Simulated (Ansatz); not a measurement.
**BGeC (quartet): from Hartree-Fock to the top rungs at a displaced geometry (v1), cc-pVDZ**

Aim: climb from Hartree-Fock through coupled cluster for BGeC (quartet) at one geometry and basis, and see what each rung misses.

The runs use Ansatz 0.2.0, Gaussian basis; cc-pVDZ, core rule «outside noble gas», up to 16 orbitals frozen.

The runs, in order: UHF; CCSD(T) on ROHF; CCSD(T) on UHF; BCCD(T) on ROHF; CISD as a restricted active space (open shells left free, so some higher excitations enter); CCSDT(Q) on ROHF; CCSDT(Q) on UHF.

26 further runs of the same task are left out: 12 that didn't finish, 14 set aside as unsound or not needed. Runs told in other sessions of the task aren't counted.

## 1. What is computed

The geometry is a PBE0/def2-TZVP stationary point (not a proven minimum) with its atoms shifted at random (size 0.040 Å). No spin-orbit coupling is included. The filled d shell of Ge may be among the frozen orbitals whatever the setting's name suggests.

3 atoms, charge 0, spin multiplicity 4.

Atoms are counted from 1 here; the program's logs count them from 0.

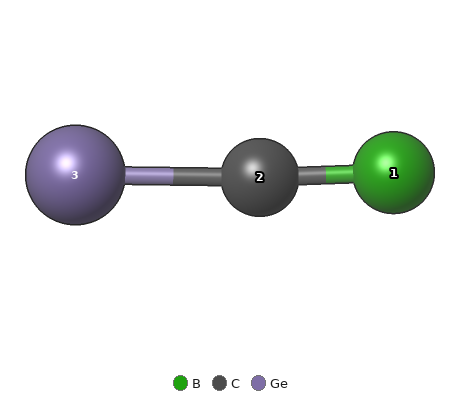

The structure; boron green, carbon dark grey, germanium purple; atoms are numbered from 1 in the order of the file.

In the tables R marks a restricted open-shell determinant and U an unrestricted one; energies count from the table's Hartree-Fock row.

## 2. UHF

The input, in.yaml:

```yaml
crystal:
  periodic: [false, false, false]
  atoms:
    - {symbol: B, position_ang: [-0.015433, -0.009008, 1.585940]}
    - {symbol: C, position_ang: [-0.016266, -0.025151, 0.177587]}
    - {symbol: Ge, position_ang: [0.031698, 0.034159, -1.763527]}
basis:
  gaussian: {orbitals: cc-pVDZ}
magnetization: {spin_polarized: true, initial_magnetization: 3}
hamiltonian: {xc: hf}
output: {orbitals: {seedname: orbitals}}
```

On the command line:

```
ansatz run in.yaml --threads 1 --pin off --events-out ev --progress --plain --max-ram 2393MiB
```

The program printed:

```text
Functional definition: HF
  name "HF"
  cite "Fock, Z. Phys. 61, 126 (1930) doi:10.1007/BF01340294"
  parent pbe
  exchange = exact_x
  correlation = 0
597 factors; integrals over basis functions are off by at most 7.6e-4 eV
mean field evaluation 1: about -58166.9975 eV, gradient 1.2e1 eV
mean field evaluation 2: about -58167.0571 eV, gradient 1.2e1 eV
mean field evaluation 4: about -58169.0862 eV, gradient 3.7e0 eV
mean field evaluation 8: about -58169.6413 eV, gradient 6.0e-1 eV
mean field evaluation 16: about -58169.6813 eV, gradient 3.6e-2 eV
mean field evaluation 32: about -58169.7925 eV, gradient 1.7e-1 eV
mean field evaluation 64: about -58169.7964 eV, gradient 1.3e-5 eV
mean field evaluation 96: about -58169.7946 eV, gradient 3.8e-1 eV
mean field evaluation 128: about -58169.7960 eV, gradient 2.8e-3 eV
mean field evaluation 160: about -58169.7951 eV, gradient 1.0e-2 eV
mean field evaluation 192: about -58169.7180 eV, gradient 1.6e-1 eV
mean field evaluation 224: about -58169.6280 eV, gradient 1.4e0 eV
mean field evaluation 256: about -58169.7945 eV, gradient 6.3e-2 eV
mean field evaluation 288: about -58169.6741 eV, gradient 3.0e-1 eV
mean field evaluation 320: about -58169.7955 eV, gradient 2.7e-3 eV
mean field evaluation 352: about -58169.3186 eV, gradient 3.5e0 eV
mean field evaluation 384: about -58168.6286 eV, gradient 9.8e-2 eV
mean field evaluation 416: about -58169.7960 eV, gradient 1.1e-2 eV
mean field evaluation 448: about -58169.6813 eV, gradient 8.1e-4 eV
mean field evaluation 480: about -58154.9780 eV, gradient 2.9e1 eV
mean field -58169.79641377 eV, -2137.7005893018 hartree, gradient 2.0e-6 eV, S^2 3.808348; 6 other end points of the search recorded, 0 dependent functions left out
reference -58169.79641377 eV, -2137.7005893018 hartree; 23, 20 occupied and 32, 35 virtual orbitals, 597 factors
Total energy: -58169.79641377 eV, -2137.7005893018 hartree
```

Wall time 8 s (1 thread of Arm Neoverse V2, shared host).

From the report: ⟨S²⟩ of the determinant 3.808 (pure quartet: 3.75).

## 3. CCSD(T) on ROHF

in.yaml: that of step 2 with these lines changed.

```diff
@@ -8,4 +8,4 @@
   gaussian: {orbitals: cc-pVDZ}
-magnetization: {spin_polarized: true, initial_magnetization: 3}
-hamiltonian: {xc: hf}
-output: {orbitals: {seedname: orbitals}}
+magnetization: {spin_polarized: false, initial_magnetization: 3}
+correlation: {method: ccsd_t, electrons: outside_noble_gas}
+output: {forces: true}
```

Launched as before.

The program printed, cut to the lines that bear on the results:

```text
Functional definition: HF
  name "HF"
  cite "Fock, Z. Phys. 61, 126 (1930) doi:10.1007/BF01340294"
  parent pbe
[...]
597 factors; integrals over basis functions are off by at most 7.6e-4 eV
[...]
mean field -58169.61370006 eV, -2137.6938746969 hartree, gradient 1.6e-6 eV, S^2 3.750000; 29 other end points of the search recorded, 0 dependent functions left out
[...]
determinant -58169.61370006 eV, -2137.6938746969 hartree, with singles and doubles -58176.19034692 eV, -2137.9355620111 hartree
determinant -58169.61193481 eV, -2137.6938098252 hartree, with singles and doubles -58176.18898791 eV, -2137.9355120685 hartree
determinant -58169.30938063 eV, -2137.6826911640 hartree, with singles and doubles -58176.00789490 eV, -2137.9288570231 hartree
determinant -58169.30933607 eV, -2137.6826895266 hartree, with singles and doubles -58176.00811895 eV, -2137.9288652569 hartree
[...]
16 core orbitals not correlated: weight in the atoms' cores, before any rotation towards them, 0.999 or more for the frozen orbitals, at most 0.000 for the correlated occupied ones
reference -58169.61370006 eV, -2137.6938746969 hartree; 7, 4 occupied and 32, 35 virtual orbitals, 597 factors
second order -5.62108802 eV of doubles, -0.09223471 eV of singles
cycle   1  -6.57900721 eV  change    5.2e-7 eV  update   4.0e-6
[...]
cycle   8  -6.57900754 eV  change   1.7e-10 eV  update  6.8e-10
perturbative correction -0.32630604 eV, -0.0119915259 hartree
[...]
Total energy: -58176.51901364 eV, -2137.9476402905 hartree
Atom 0 at    -0.015433    -0.009008     1.585940 Å, force    -0.006318    -0.003234     0.692557 eV/Å
Atom 1 at    -0.016266    -0.025151     0.177587 Å, force     0.011547     0.011771    -0.706659 eV/Å
Atom 2 at     0.031698     0.034159    -1.763527 Å, force    -0.005230    -0.008537     0.014101 eV/Å
Dipole moment:     0.004062     0.006457    -0.027631 e Å
```

It took 44 s on 1 thread of Arm Neoverse V2, shared host.

From the report: correlation -6.9053 eV; T1 0.032; largest double amplitude 0.07.

## 4. CCSD(T) on UHF

in.yaml: that of step 3 with these lines changed.

```diff
@@ -8,3 +8,3 @@
   gaussian: {orbitals: cc-pVDZ}
-magnetization: {spin_polarized: false, initial_magnetization: 3}
+magnetization: {spin_polarized: true, initial_magnetization: 3}
 correlation: {method: ccsd_t, electrons: outside_noble_gas}
```

Launched as before.

The program printed, cut to the lines that bear on the results:

```text
Functional definition: HF
  name "HF"
  cite "Fock, Z. Phys. 61, 126 (1930) doi:10.1007/BF01340294"
  parent pbe
[...]
597 factors; integrals over basis functions are off by at most 7.6e-4 eV
[...]
mean field -58169.79641377 eV, -2137.7005893018 hartree, gradient 2.2e-10 eV, S^2 3.808348; 30 other end points of the search recorded, 0 dependent functions left out
determinant -58169.79641377 eV, -2137.7005893018 hartree, with singles and doubles -58176.19497776 eV, -2137.9357321914 hartree
determinant -58169.79477374 eV, -2137.7005290319 hartree, with singles and doubles -58176.19361583 eV, -2137.9356821413 hartree
determinant -58169.68133533 eV, -2137.6963602473 hartree, with singles and doubles -58176.01919333 eV, -2137.9292722329 hartree
determinant -58169.68115373 eV, -2137.6963535736 hartree, with singles and doubles -58176.01892619 eV, -2137.9292624155 hartree
[...]
16 core orbitals not correlated: weight in the atoms' cores, before any rotation towards them, 0.999 or more for the frozen orbitals, at most 0.000 for the correlated occupied ones
reference -58169.79641377 eV, -2137.7005893018 hartree; 7, 4 occupied and 32, 35 virtual orbitals, 597 factors
second order -5.50839450 eV of doubles, -0.00000000 eV of singles
cycle   1  -6.40213173 eV  change   -4.7e-7 eV  update   5.0e-6
[...]
cycle   7  -6.40213334 eV  change  -3.7e-10 eV  update   1.2e-9
perturbative correction -0.31940861 eV, -0.0117380498 hartree
[...]
Total energy: -58176.51795571 eV, -2137.9476014122 hartree
Atom 0 at    -0.015433    -0.009008     1.585940 Å, force    -0.006355    -0.003512     0.671861 eV/Å
Atom 1 at    -0.016266    -0.025151     0.177587 Å, force     0.011785     0.012305    -0.693374 eV/Å
Atom 2 at     0.031698     0.034159    -1.763527 Å, force    -0.005430    -0.008793     0.021513 eV/Å
Dipole moment:     0.004049     0.006478    -0.023524 e Å
```

Wall time 57 s (1 thread of Arm Neoverse V2, shared host).

From the report: ⟨S²⟩ of the determinant 3.808 (pure quartet: 3.75); correlation -6.7215 eV; T1 0.032; largest double amplitude 0.07.

## 5. BCCD(T) on ROHF

in.yaml: that of step 4 with these lines changed.

```diff
@@ -8,4 +8,3 @@
   gaussian: {orbitals: cc-pVDZ}
-magnetization: {spin_polarized: true, initial_magnetization: 3}
-correlation: {method: ccsd_t, electrons: outside_noble_gas}
-output: {forces: true}
+magnetization: {spin_polarized: false, initial_magnetization: 3}
+correlation: {method: bccd_t, electrons: outside_noble_gas}
```

Same command.

The program printed, cut to the lines that bear on the results:

```text
Functional definition: HF
  name "HF"
  cite "Fock, Z. Phys. 61, 126 (1930) doi:10.1007/BF01340294"
  parent pbe
[...]
597 factors; integrals over basis functions are off by at most 7.6e-4 eV
[...]
mean field -58169.61370006 eV, -2137.6938746969 hartree, gradient 1.6e-6 eV, S^2 3.750000; 29 other end points of the search recorded, 0 dependent functions left out
[...]
determinant -58169.61370006 eV, -2137.6938746969 hartree, with singles and doubles -58176.19034692 eV, -2137.9355620111 hartree
determinant -58169.61193481 eV, -2137.6938098252 hartree, with singles and doubles -58176.18898791 eV, -2137.9355120685 hartree
determinant -58169.30938063 eV, -2137.6826911640 hartree, with singles and doubles -58176.00789490 eV, -2137.9288570231 hartree
determinant -58169.30933607 eV, -2137.6826895266 hartree, with singles and doubles -58176.00811895 eV, -2137.9288652569 hartree
[...]
determinant -58169.61193481 eV, -2137.6938098252 hartree, with singles and doubles -58176.19134989 eV, -2137.9355988695 hartree
determinant -58169.30938063 eV, -2137.6826911640 hartree, with singles and doubles -58176.00978037 eV, -2137.9289263127 hartree
determinant -58169.30933607 eV, -2137.6826895266 hartree, with singles and doubles -58176.01002049 eV, -2137.9289351372 hartree
16 core orbitals not correlated: weight in the atoms' cores, before any rotation towards them, 0.999 or more for the frozen orbitals, at most 0.000 for the correlated occupied ones
reference -58169.61370006 eV, -2137.6938746969 hartree; 7, 4 occupied and 32, 35 virtual orbitals, 597 factors
second order -5.62108802 eV of doubles, -0.09223471 eV of singles
cycle   1  -6.55804778 eV  change    2.1e-2 eV  update   1.2e-2
[...]
cycle  11  -6.55868528 eV  change   -6.8e-8 eV  update   8.1e-6
perturbative correction -0.34716560 eV, -0.0127581005 hartree
Total energy: -58176.51955094 eV, -2137.9476600357 hartree
```

Run time: 36 s. Hardware: 1 thread of Arm Neoverse V2, shared host.

From the report: correlation -6.9059 eV; largest double amplitude 0.07.

## 6. CISD as a restricted active space (open shells left free, so some higher excitations enter)

in.yaml: that of step 5 with these lines changed.

```diff
@@ -9,2 +9,2 @@
 magnetization: {spin_polarized: false, initial_magnetization: 3}
-correlation: {method: bccd_t, electrons: outside_noble_gas}
+correlation: {active_space: {ras: {orbitals: [4, 3, 32], electrons: 11, max_holes: 2, max_particles: 2}, fixed_orbitals: true}}
```

Same command.

The program printed, cut to the lines that bear on the results:

```text
Functional definition: HF
  name "HF"
  cite "Fock, Z. Phys. 61, 126 (1930) doi:10.1007/BF01340294"
  parent pbe
[...]
597 factors; integrals over basis functions are off by at most 7.6e-4 eV
[...]
mean field -58169.61370006 eV, -2137.6938746969 hartree, gradient 1.6e-6 eV, S^2 3.750000; 18 other end points of the search recorded, 0 dependent functions left out
reference -58169.61370006 eV, -2137.6938746969 hartree; 23, 20 occupied and 32, 35 virtual orbitals, 597 factors
state -58175.62414224 eV, -2137.9147543729 hartree
Total energy: -58175.62414224 eV, -2137.9147543729 hartree
```

Run time: 17 s. Hardware: 1 thread of Arm Neoverse V2, shared host.

From the report: 111,585 determinants.

## 7. CCSDT(Q) on ROHF

in.yaml: that of step 6 with these lines changed.

```diff
@@ -9,2 +9,2 @@
 magnetization: {spin_polarized: false, initial_magnetization: 3}
-correlation: {active_space: {ras: {orbitals: [4, 3, 32], electrons: 11, max_holes: 2, max_particles: 2}, fixed_orbitals: true}}
+correlation: {method: ccsdt_q, electrons: outside_noble_gas}
```

Same command.

The program printed, cut to the lines that bear on the results:

```text
Functional definition: HF
  name "HF"
  cite "Fock, Z. Phys. 61, 126 (1930) doi:10.1007/BF01340294"
  parent pbe
[...]
1032 factors; integrals over basis functions are off by at most 1.6e-7 eV
[...]
mean field -58169.61378237 eV, -2137.6938777219 hartree, gradient 7.6e-11 eV, S^2 3.750000; 21 other end points of the search recorded, 0 dependent functions left out
[...]
determinant -58169.61378237 eV, -2137.6938777219 hartree, with singles and doubles -58176.19043253 eV, -2137.9355651573 hartree
determinant -58169.61200586 eV, -2137.6938124363 hartree, with singles and doubles -58176.18906484 eV, -2137.9355148957 hartree
determinant -58169.30946616 eV, -2137.6826943072 hartree, with singles and doubles -58176.00798361 eV, -2137.9288602830 hartree
determinant -58169.30942131 eV, -2137.6826926592 hartree, with singles and doubles -58176.00820859 eV, -2137.9288685510 hartree
[...]
determinant -58169.61200586 eV, -2137.6938124363 hartree, with singles and doubles -58176.19142684 eV, -2137.9356016975 hartree
determinant -58169.30946616 eV, -2137.6826943072 hartree, with singles and doubles -58176.00986850 eV, -2137.9289295517 hartree
determinant -58169.30942131 eV, -2137.6826926592 hartree, with singles and doubles -58176.01011522 eV, -2137.9289386183 hartree
[...]
16 core orbitals not correlated: weight in the atoms' cores, before any rotation towards them, 0.999 or more for the frozen orbitals, at most 0.000 for the correlated occupied ones
reference -58169.61378237 eV, -2137.6938777219 hartree; 7, 4 occupied and 32, 35 virtual orbitals, 1032 factors
second order -5.62109866 eV of doubles, -0.09223474 eV of singles
cycle   1  -6.20747401 eV  change   -4.9e-1 eV  update   1.0e-1
[...]
cycle  39  -6.99827977 eV  change    1.6e-7 eV  update   5.2e-7
perturbative correction -0.06301746 eV, -0.0023158490 hartree
Total energy: -58176.67507960 eV, -2137.9533756086 hartree
```

Run time: 61 s. Hardware: 1 thread of Arm Neoverse V2, shared host; peak memory 0.47 GiB.

From the report: correlation -7.0613 eV; T1 0.036; largest double amplitude 0.36.

## 8. CCSDT(Q) on UHF

in.yaml: that of step 7 with these lines changed.

```diff
@@ -8,3 +8,3 @@
   gaussian: {orbitals: cc-pVDZ}
-magnetization: {spin_polarized: false, initial_magnetization: 3}
+magnetization: {spin_polarized: true, initial_magnetization: 3}
 correlation: {method: ccsdt_q, electrons: outside_noble_gas}
```

Same command.

The program printed, cut to the lines that bear on the results:

```text
Functional definition: HF
  name "HF"
  cite "Fock, Z. Phys. 61, 126 (1930) doi:10.1007/BF01340294"
  parent pbe
[...]
1032 factors; integrals over basis functions are off by at most 1.6e-7 eV
[...]
mean field -58169.79649675 eV, -2137.7005923513 hartree, gradient 2.1e-10 eV, S^2 3.808349; 28 other end points of the search recorded, 0 dependent functions left out
determinant -58169.79649675 eV, -2137.7005923513 hartree, with singles and doubles -58176.19506369 eV, -2137.9357353494 hartree
determinant -58169.79485534 eV, -2137.7005320306 hartree, with singles and doubles -58176.19370287 eV, -2137.9356853401 hartree
determinant -58169.68142120 eV, -2137.6963634029 hartree, with singles and doubles -58176.01928202 eV, -2137.9292754919 hartree
determinant -58169.68123960 eV, -2137.6963567292 hartree, with singles and doubles -58176.01901473 eV, -2137.9292656692 hartree
[...]
determinant -58169.79485534 eV, -2137.7005320306 hartree, with singles and doubles -58176.19728289 eV, -2137.9358169034 hartree
determinant -58169.68142120 eV, -2137.6963634029 hartree, with singles and doubles -58176.02494493 eV, -2137.9294836003 hartree
determinant -58169.68123960 eV, -2137.6963567292 hartree, with singles and doubles -58176.02468646 eV, -2137.9294741015 hartree
16 core orbitals not correlated: weight in the atoms' cores, before any rotation towards them, 0.999 or more for the frozen orbitals, at most 0.000 for the correlated occupied ones
reference -58169.79649675 eV, -2137.7005923513 hartree; 7, 4 occupied and 32, 35 virtual orbitals, 1032 factors
second order -5.50840393 eV of doubles, -0.00000000 eV of singles
cycle   1  -6.00448901 eV  change   -5.0e-1 eV  update   1.0e-1
[...]
cycle  36  -6.81628361 eV  change    6.4e-7 eV  update   1.1e-6
perturbative correction -0.06364667 eV, -0.0023389721 hartree
Total energy: -58176.67642703 eV, -2137.9534251257 hartree
```

It took 75 s on 1 thread of Arm Neoverse V2, shared host; peak memory 0.38 GiB.

From the report: ⟨S²⟩ of the determinant 3.808 (pure quartet: 3.75); correlation -6.8799 eV; T1 0.038; largest double amplitude 0.34.

## 9. The ladder

No level here is safe as a reference; RCCSDT(Q) serves as a yardstick only. Rows without a time are mean-field rows or come out of runs for another level: lower rungs of the coupled-cluster runs, or the Hartree-Fock search. The times of RCCSD(T), UCCSD(T) include forces.

Differences are taken before rounding.

```csv
method,energy from the lowest ROHF (meV),from RCCSDT(Q) (meV),time
ROHF,0.0,+7061.4,
UHF,-182.7,+6878.7,
RMP2,-5713.3,+1348.1,
UMP2,-5691.1,+1370.3,
CISD,-6010.4,+1050.9,17 s
RCCSD,-6579.0,+482.4,
UCCSD,-6584.8,+476.5,
RCCSD(T),-6905.3,+156.1,44 s
UCCSD(T),-6904.3,+157.1,57 s
BCCD(T),-6905.9,+155.5,36 s
RCCSDT,-6998.4,+63.0,
UCCSDT,-6999.1,+62.3,
RCCSDT(Q),-7061.4,0,61 s
UCCSDT(Q),-7062.7,-1.3,75 s
```

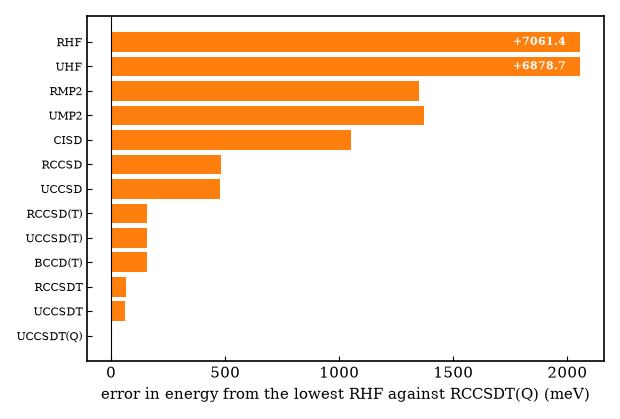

Deviations from RCCSDT(Q), method by method. Bars with a number in them are cut short.

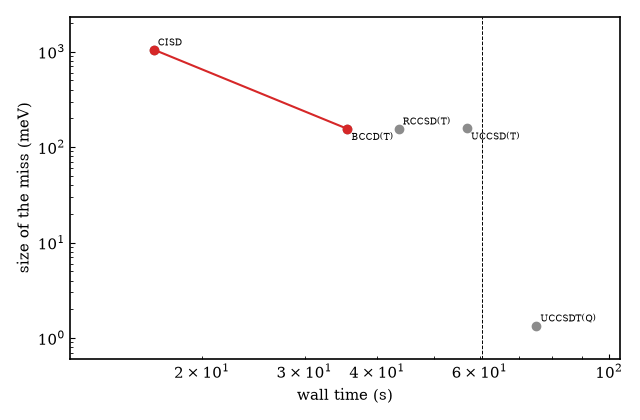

Miss against cost. Red marks the levels that no quicker level drawn beats (of those quicker than the yardstick), and the dashed line is the time of RCCSDT(Q). Times are from a shared host.

## 10. Outcome

```
                     quantity        value
RCCSDT(Q) from the ROHF energy   -7.0614 eV
          RMP2 from RCCSDT(Q)  +1348.1 meV
          UMP2 from RCCSDT(Q)  +1370.3 meV
         RCCSD from RCCSDT(Q)   +482.4 meV
      RCCSD(T) from RCCSDT(Q)   +156.1 meV
      UCCSD(T) from RCCSDT(Q)   +157.1 meV
     UCCSDT(Q) from RCCSDT(Q)     -1.3 meV
                T1 diagnostic        0.032
```

**Reading.** RCCSD(T) lands +156.1 meV from the yardstick (2.2 % of the correlation energy).

With open shells the CI space here admits some higher excitations, so it is larger than plain CISD.
